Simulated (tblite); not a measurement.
Geometry relaxation, with input and output: C$_{6}$H$_{11}$FOSi (part 4 of 4)

The same run, continued: C$_{6}$H$_{11}$FOSi; GFN2-xTB geometry optimisation, gas phase (tblite 0.8.0). It belongs to a series of runs on one base structure; here: H on Si replaced by nPr.

Geometry of the input (Å):
```
C  -3.3126  -0.4811  -0.6742
C  -2.1529  -0.2812  0.2606
C  -1.0253  0.5140  -0.3610
Si 0.4096  0.7717  0.7659
C  1.9302  0.5676  -0.2232
F  2.1572  1.3217  -1.3415
C  2.8075  -0.3352  0.1586
C  4.0572  -0.5726  -0.5582
O  4.9068  -1.4406  -0.2065
H  -3.3049  -1.4931  -1.1227
H  -4.3019  -0.3673  -0.1317
H  -3.3353  0.2623  -1.4892
H  -1.7429  -1.3205  0.4388
H  -2.5284  0.1438  1.1996
H  -0.7595  0.0079  -1.2989
H  -1.4058  1.5248  -0.6396
H  0.3677  -0.0864  1.9642
H  0.3933  2.1718  1.2288
H  2.5778  -0.9132  1.0608
H  4.2570  0.0163  -1.4435
```

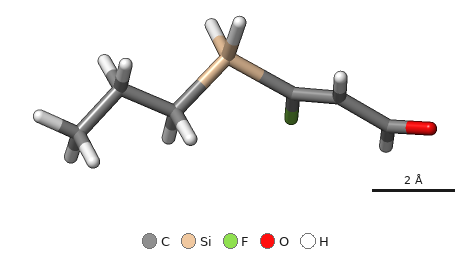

The geometry at step 135 of the log (stick view, seen at a tilt).

**Trajectory as extended XYZ, continued**
```
20
Properties=species:S:1:pos:R:3:forces:R:3 step=120 energy=-787.09701
C    -3.4603   -0.3198   -0.7304   -0.0010  -0.0010   0.0020
C    -2.3759   -0.0534    0.3070    0.0000   0.0050  -0.0020
C    -0.9932    0.0379   -0.3393   -0.0060   0.0090   0.0070
Si    0.3605    0.5887    0.8756    0.0070   0.0070   0.0090
C     2.0203    0.5224   -0.0567    0.0030   0.0020  -0.0020
F     2.1739    1.5186   -0.9548   -0.0020  -0.0070   0.0030
C     2.9987   -0.3788    0.0762    0.0000   0.0000   0.0020
C     4.2435   -0.3719   -0.6862   -0.0040   0.0000  -0.0010
O     5.1147   -1.1982   -0.5766    0.0060   0.0010   0.0010
H    -3.2651   -1.2509   -1.2582    0.0010   0.0020   0.0030
H    -4.4362   -0.3910   -0.2565   -0.0080  -0.0130   0.0110
H    -3.4940    0.4875   -1.4590    0.0020  -0.0060  -0.0110
H    -2.3770   -0.8532    1.0501    0.0060   0.0080  -0.0020
H    -2.6004    0.8777    0.8313    0.0030   0.0100  -0.0150
H    -0.7436   -0.9323   -0.7763    0.0020   0.0070  -0.0050
H    -1.0413    0.7464   -1.1710    0.0020  -0.0050   0.0080
H     0.4900   -0.3003    2.0308   -0.0050  -0.0150  -0.0060
H     0.1716    1.9836    1.2819   -0.0020  -0.0040   0.0050
H     2.8709   -1.1731    0.7952   -0.0010   0.0020  -0.0050
H     4.3378    0.4708   -1.3957   -0.0020  -0.0020  -0.0020
20
Properties=species:S:1:pos:R:3:forces:R:3 step=124 energy=-787.09741
C    -3.4619   -0.3228   -0.7305    0.0090  -0.0050   0.0060
C    -2.3786   -0.0497    0.3066    0.0140   0.0140  -0.0110
C    -0.9947    0.0403   -0.3365    0.0170   0.0030  -0.0290
Si    0.3618    0.5866    0.8787   -0.0180  -0.0140  -0.0020
C     2.0211    0.5207   -0.0547   -0.0030  -0.0040   0.0070
F     2.1696    1.5191   -0.9508    0.0140  -0.0010  -0.0070
C     3.0020   -0.3780    0.0759    0.0040  -0.0170  -0.0140
C     4.2465   -0.3711   -0.6874    0.0000   0.0060  -0.0010
O     5.1185   -1.1967   -0.5759   -0.0070   0.0120  -0.0020
H    -3.2658   -1.2558   -1.2533    0.0070  -0.0260   0.0030
H    -4.4381   -0.3929   -0.2566   -0.0020  -0.0020   0.0030
H    -3.4945    0.4781   -1.4661   -0.0050   0.0090   0.0040
H    -2.3792   -0.8445    1.0554   -0.0050   0.0180  -0.0050
H    -2.6020    0.8867    0.8212   -0.0140   0.0060   0.0100
H    -0.7458   -0.9284   -0.7787   -0.0030   0.0160   0.0090
H    -1.0406    0.7523   -1.1655    0.0010  -0.0080   0.0040
H     0.4855   -0.3081    2.0297    0.0030  -0.0120   0.0020
H     0.1745    1.9814    1.2845    0.0000   0.0000   0.0120
H     2.8762   -1.1765    0.7906   -0.0070   0.0110   0.0070
H     4.3403    0.4700   -1.3993   -0.0050  -0.0060   0.0050
20
Properties=species:S:1:pos:R:3:forces:R:3 step=128 energy=-787.09840
C    -3.4597   -0.3293   -0.7302    0.0030   0.0030  -0.0060
C    -2.3824   -0.0294    0.3056    0.0070   0.0040   0.0040
C    -0.9961    0.0459   -0.3351   -0.0170  -0.0040   0.0020
Si    0.3604    0.5769    0.8846    0.0230  -0.0090  -0.0200
C     2.0210    0.5118   -0.0529   -0.0260   0.0210  -0.0140
F     2.1650    1.5134   -0.9479    0.0010  -0.0040   0.0230
C     3.0059   -0.3838    0.0679   -0.0230  -0.0070   0.0120
C     4.2523   -0.3636   -0.6918   -0.0160  -0.0160  -0.0020
O     5.1300   -1.1823   -0.5774    0.0190  -0.0060  -0.0010
H    -3.2530   -1.2697   -1.2373    0.0010  -0.0010   0.0130
H    -4.4381   -0.4002   -0.2601    0.0120   0.0020   0.0000
H    -3.4941    0.4609   -1.4777   -0.0140  -0.0100  -0.0010
H    -2.3869   -0.8056    1.0739    0.0060   0.0120  -0.0160
H    -2.6103    0.9181    0.7985   -0.0020  -0.0010  -0.0100
H    -0.7552   -0.9281   -0.7687   -0.0020   0.0010  -0.0080
H    -1.0337    0.7525   -1.1681    0.0020   0.0030  -0.0080
H     0.4652   -0.3345    2.0242    0.0270  -0.0060   0.0050
H     0.1774    1.9681    1.3053    0.0110  -0.0050   0.0090
H     2.8844   -1.1881    0.7763   -0.0030   0.0030   0.0250
H     4.3430    0.4778   -1.4019   -0.0110   0.0210  -0.0060
20
Properties=species:S:1:pos:R:3:forces:R:3 step=131 energy=-787.09904
C    -3.4578   -0.3330   -0.7300   -0.0080   0.0020  -0.0060
C    -2.3820   -0.0204    0.3034   -0.0140   0.0020   0.0020
C    -0.9951    0.0477   -0.3350   -0.0030   0.0060   0.0130
Si    0.3633    0.5696    0.8865   -0.0140   0.0010   0.0030
C     2.0190    0.5192   -0.0573    0.0080  -0.0110   0.0100
F     2.1645    1.5227   -0.9480   -0.0060   0.0040   0.0040
C     3.0020   -0.3785    0.0642    0.0160  -0.0160   0.0090
C     4.2510   -0.3655   -0.6929   -0.0140   0.0040  -0.0030
O     5.1283   -1.1837   -0.5688   -0.0120   0.0190  -0.0090
H    -3.2484   -1.2770   -1.2293    0.0050   0.0070   0.0110
H    -4.4356   -0.4042   -0.2590    0.0070   0.0020   0.0050
H    -3.4970    0.4518   -1.4825   -0.0070  -0.0110  -0.0140
H    -2.3889   -0.7872    1.0797    0.0130  -0.0150   0.0070
H    -2.6123    0.9317    0.7859    0.0060   0.0070  -0.0120
H    -0.7565   -0.9270   -0.7669   -0.0090  -0.0150  -0.0170
H    -1.0288    0.7536   -1.1680    0.0050   0.0140  -0.0230
H     0.4719   -0.3574    2.0150    0.0290   0.0170  -0.0170
H     0.1740    1.9553    1.3231    0.0160  -0.0080   0.0120
H     2.8785   -1.1786    0.7775   -0.0020   0.0010   0.0070
H     4.3445    0.4716   -1.4102   -0.0150  -0.0130   0.0190
20
Properties=species:S:1:pos:R:3:forces:R:3 step=135 energy=-787.10024
C    -3.4570   -0.3415   -0.7301   -0.0030  -0.0080   0.0090
C    -2.3864    0.0016    0.2988    0.0020  -0.0030  -0.0240
C    -0.9977    0.0545   -0.3353    0.0220   0.0020  -0.0360
Si    0.3628    0.5538    0.8925    0.0060   0.0110   0.0020
C     2.0160    0.5104   -0.0543   -0.0100  -0.0020   0.0020
F     2.1522    1.5222   -0.9372    0.0180  -0.0090  -0.0080
C     3.0013   -0.3859    0.0581    0.0070   0.0090   0.0160
C     4.2504   -0.3601   -0.6973    0.0210   0.0130   0.0260
O     5.1395   -1.1647   -0.5695   -0.0110  -0.0180  -0.0040
H    -3.2414   -1.3008   -1.1960   -0.0110   0.0050  -0.0120
H    -4.4354   -0.4006   -0.2594   -0.0070   0.0000  -0.0020
H    -3.4959    0.4194   -1.5073    0.0050  -0.0240   0.0020
H    -2.3919   -0.7459    1.0944   -0.0140   0.0140   0.0060
H    -2.6188    0.9676    0.7499    0.0010   0.0050   0.0270
H    -0.7701   -0.9218   -0.7724   -0.0090   0.0070   0.0110
H    -1.0178    0.7636   -1.1666   -0.0040   0.0080  -0.0110
H     0.4736   -0.3882    2.0064    0.0200  -0.0030   0.0060
H     0.1903    1.9342    1.3517   -0.0010  -0.0060   0.0080
H     2.8811   -1.1858    0.7720    0.0060  -0.0140  -0.0080
H     4.3398    0.4788   -1.4110   -0.0400   0.0150  -0.0110
20
Properties=species:S:1:pos:R:3:forces:R:3 step=139 energy=-787.10128
C    -3.4571   -0.3510   -0.7287   -0.0050  -0.0010   0.0000
C    -2.3877    0.0169    0.2923    0.0140   0.0090   0.0130
C    -0.9987    0.0683   -0.3437   -0.0070   0.0070   0.0210
Si    0.3628    0.5468    0.8936   -0.0010  -0.0040  -0.0080
C     2.0179    0.5058   -0.0487    0.0040   0.0020  -0.0030
F     2.1581    1.5187   -0.9300    0.0000  -0.0060  -0.0070
C     3.0051   -0.3881    0.0652   -0.0020   0.0030   0.0200
C     4.2497   -0.3581   -0.6963   -0.0100   0.0060  -0.0040
O     5.1431   -1.1585   -0.5736    0.0010   0.0050  -0.0090
H    -3.2345   -1.3168   -1.1778   -0.0210  -0.0030   0.0000
H    -4.4344   -0.4071   -0.2545    0.0030  -0.0030  -0.0180
H    -3.5012    0.3928   -1.5218    0.0000  -0.0060   0.0090
H    -2.3892   -0.7184    1.0997   -0.0010   0.0040  -0.0070
H    -2.6253    0.9864    0.7344    0.0010   0.0040  -0.0070
H    -0.7815   -0.9088   -0.7829    0.0200   0.0040  -0.0080
H    -1.0154    0.7822   -1.1716    0.0000  -0.0090   0.0080
H     0.4751   -0.4079    1.9978    0.0050   0.0000  -0.0090
H     0.1985    1.9205    1.3740   -0.0080   0.0030   0.0040
H     2.8888   -1.1903    0.7767   -0.0040  -0.0160   0.0060
H     4.3206    0.4773   -1.4170    0.0110   0.0000  -0.0020
20
Properties=species:S:1:pos:R:3:forces:R:3 step=142 energy=-787.10154
C    -3.4587   -0.3514   -0.7287   -0.0060  -0.0030  -0.0090
C    -2.3897    0.0220    0.2918   -0.0090  -0.0090  -0.0020
C    -0.9993    0.0660   -0.3409    0.0020  -0.0070  -0.0120
Si    0.3641    0.5415    0.8951   -0.0090   0.0080   0.0070
C     2.0188    0.5054   -0.0475    0.0010  -0.0050   0.0040
F     2.1569    1.5214   -0.9254    0.0100  -0.0070  -0.0090
C     3.0073   -0.3874    0.0653    0.0050  -0.0010  -0.0040
C     4.2517   -0.3538   -0.6974    0.0040   0.0000  -0.0010
O     5.1467   -1.1532   -0.5774   -0.0120   0.0050  -0.0030
H    -3.2442   -1.3250   -1.1653   -0.0080   0.0040   0.0100
H    -4.4393   -0.3940   -0.2594    0.0150   0.0030  -0.0080
H    -3.4943    0.3814   -1.5325    0.0030   0.0030   0.0110
H    -2.3956   -0.7084    1.1031    0.0020   0.0010   0.0070
H    -2.6265    0.9950    0.7269    0.0040  -0.0010  -0.0110
H    -0.7835   -0.9120   -0.7804    0.0080   0.0060   0.0120
H    -1.0116    0.7768   -1.1712   -0.0010   0.0080   0.0070
H     0.4804   -0.4162    1.9962    0.0010   0.0000  -0.0080
H     0.1981    1.9142    1.3801   -0.0050  -0.0080   0.0000
H     2.8907   -1.1942    0.7720    0.0010   0.0030   0.0010
H     4.3230    0.4826   -1.4170   -0.0050   0.0030   0.0060
20
Properties=species:S:1:pos:R:3:forces:R:3 step=146 energy=-787.10177
C    -3.4587   -0.3527   -0.7287   -0.0020  -0.0020  -0.0030
C    -2.3910    0.0282    0.2901    0.0070  -0.0020  -0.0010
C    -0.9993    0.0646   -0.3414   -0.0070   0.0050   0.0090
Si    0.3635    0.5364    0.8965    0.0030  -0.0040  -0.0050
C     2.0183    0.5039   -0.0463    0.0010   0.0020  -0.0060
F     2.1569    1.5207   -0.9235    0.0020  -0.0030  -0.0010
C     3.0077   -0.3880    0.0647   -0.0050  -0.0020  -0.0020
C     4.2518   -0.3486   -0.6981   -0.0070  -0.0010  -0.0030
O     5.1489   -1.1458   -0.5817    0.0030  -0.0070  -0.0010
H    -3.2509   -1.3350   -1.1486    0.0000   0.0100  -0.0030
H    -4.4416   -0.3811   -0.2641    0.0060   0.0070   0.0040
H    -3.4842    0.3700   -1.5418   -0.0010  -0.0100   0.0010
H    -2.3989   -0.6927    1.1098   -0.0010  -0.0040   0.0030
H    -2.6254    1.0066    0.7143   -0.0020  -0.0010  -0.0090
H    -0.7845   -0.9156   -0.7751    0.0000  -0.0010  -0.0040
H    -1.0087    0.7736   -1.1734    0.0030  -0.0030   0.0060
H     0.4840   -0.4304    1.9884   -0.0030  -0.0050   0.0050
H     0.1963    1.9038    1.3928   -0.0050   0.0070   0.0020
H     2.8907   -1.1977    0.7683    0.0100   0.0060   0.0020
H     4.3200    0.4902   -1.4150   -0.0030   0.0060   0.0050
20
Properties=species:S:1:pos:R:3:forces:R:3 step=150 energy=-787.10187
C    -3.4600   -0.3520   -0.7292    0.0050   0.0010   0.0040
C    -2.3915    0.0286    0.2891    0.0010   0.0010   0.0030
C    -0.9989    0.0618   -0.3397    0.0050  -0.0040  -0.0050
Si    0.3638    0.5338    0.8981    0.0030   0.0020   0.0020
C     2.0185    0.5030   -0.0458    0.0010  -0.0020   0.0000
F     2.1574    1.5205   -0.9220   -0.0050   0.0000   0.0000
C     3.0083   -0.3888    0.0635    0.0030   0.0000  -0.0010
C     4.2523   -0.3461   -0.6994    0.0010   0.0000   0.0010
O     5.1500   -1.1432   -0.5857   -0.0080   0.0030  -0.0050
H    -3.2586   -1.3380   -1.1424   -0.0010  -0.0020  -0.0040
H    -4.4431   -0.3691   -0.2646    0.0000  -0.0010   0.0000
H    -3.4799    0.3649   -1.5473    0.0010  -0.0010  -0.0020
H    -2.4018   -0.6905    1.1108   -0.0030   0.0060  -0.0030
H    -2.6253    1.0090    0.7089    0.0030  -0.0030   0.0020
H    -0.7837   -0.9188   -0.7730   -0.0070   0.0000   0.0020
H    -1.0052    0.7697   -1.1726    0.0000   0.0020   0.0010
H     0.4849   -0.4333    1.9904   -0.0020   0.0020  -0.0020
H     0.1940    1.9018    1.3937   -0.0010  -0.0030   0.0000
H     2.8938   -1.1992    0.7664    0.0030   0.0020   0.0030
H     4.3199    0.4967   -1.4120    0.0010  -0.0030   0.0040
```

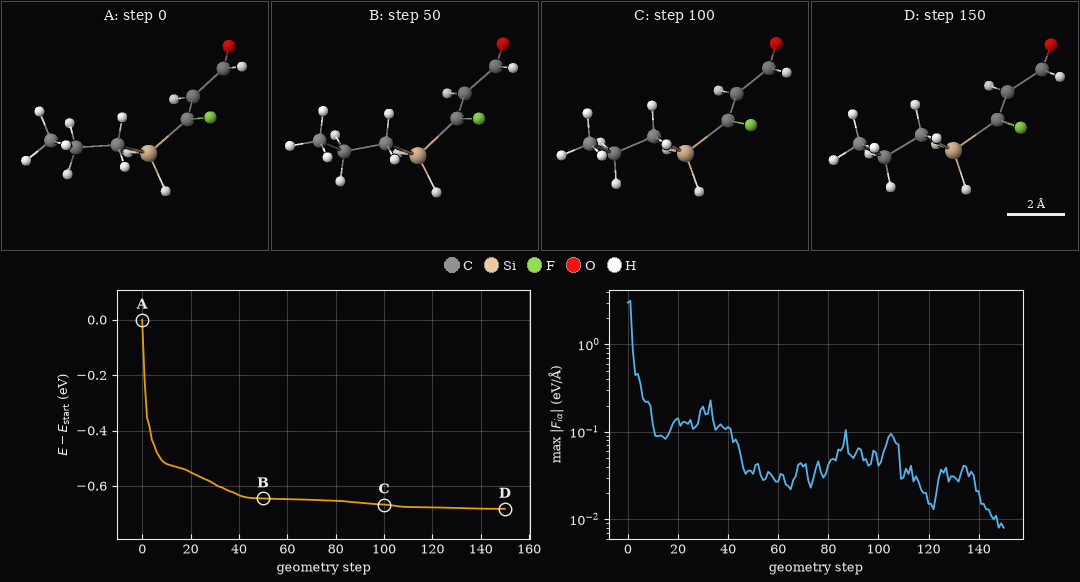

Frames of the relaxation (ball-and-stick view, seen at a tilt) above the curves, on which the letters mark them (steps are counted from 0).

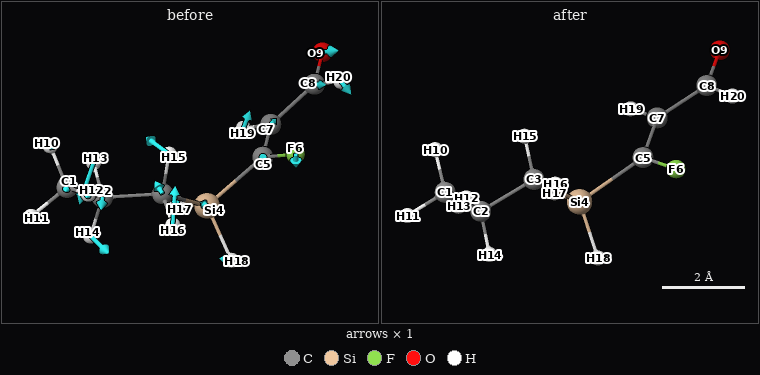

Before (left) and after (right) the relaxation, at one scale (ball-and-stick view, seen at a tilt). The teal arrows give the displacements, at true length. Over 150 geometry steps the energy falls by 0.683 eV. Largest force component: 3 eV/Å at the start, 0.008 eV/Å at the end. The largest move after the best rigid fit is that of H13, 1.14 Å. By element the largest moves are H 1.14 Å, O 0.53 Å, F 0.46 Å, C 0.45 Å, Si 0.27 Å. Distances before and after: Si4–C5 1.825 → 1.905 Å, C8–O9 1.264 → 1.206 Å, C3–Si4 1.843 → 1.900 Å, C1–H11 1.134 → 1.087 Å. Among the angles that change: Si4–C5–C7 118.4° → 127.8°, Si4–C5–F6 121.3° → 113.5°, C5–Si4–H17 113.5° → 106.7°. (Atoms are counted from 1 in the order of the input.)
